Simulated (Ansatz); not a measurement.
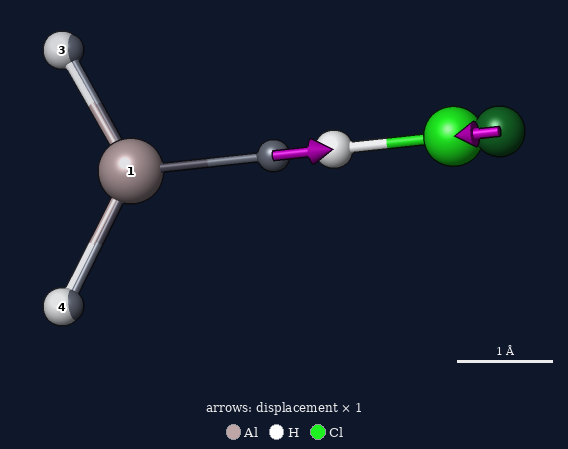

This is a relaxation of AlH3Cl (multiplicity 2). The starting structure is drawn faded, the final one solid; purple arrows show the displacements, at their true length. The two geometries are superimposed by the best rigid fit.

A ball-and-stick model, seen at a tilt.

The run prepares an end point of a later path (reaction) calculation, from a guessed geometry.

Computed with Ansatz 0.2.0, UKS PBE-D4/def2-TZVP.

Input file:
```yaml
crystal:
  periodic: [false, false, false]
  atoms:
    - { symbol: Al, position_ang: [0.0, 0.0, -0.095431] }
    - { symbol: H, position_ang: [0.0, 0.0, 1.481331] }
    - { symbol: H, position_ang: [1.402405, 0.0, -0.845648] }
    - { symbol: H, position_ang: [-1.402405, 0.0, -0.845648] }
    - { symbol: Cl, position_ang: [0.0, 0.0, 4.035396] }
magnetization:
  spin_polarized: true
  initial_magnetization: 1
basis:
  gaussian: { orbitals: def2-TZVP }
hamiltonian:
  xc: pbe
  dispersion: d4
relax:
  f_tol: 0.03
  max_steps: 50
```

Run as
```bash
ansatz run input.yaml --threads 4 --pin off --max-ram 5120MiB --backend cpu --events-out ev --progress --plain --runs-dir out
```

Q: What happened in the run?

A: The energy falls by 82.5 kJ/mol in 9 accepted moves (10 points after the start). The largest force component goes from 0.99 to 0.0034 eV/Å. The line search rejected the trial step at point 6 of the run. H2 moves most after the best rigid fit: 0.68 Å. Largest moves by element: H 0.68 Å, Cl 0.52 Å, Al 0.04 Å. Some distances before and after: H2–Cl5 2.554 → 1.352 Å, Al1–H2 1.577 → 2.294 Å, Al1–H3 1.590 → 1.605 Å. New bonds form, among them: H2–Cl5 (2.55 → 1.35 Å). Bonds break, among them: Al1–H2 (1.58 → 2.29 Å).

Limits of the set-up: the start holds two separate molecules, 2.6 Å apart at their closest, whose relative position is a soft coordinate.
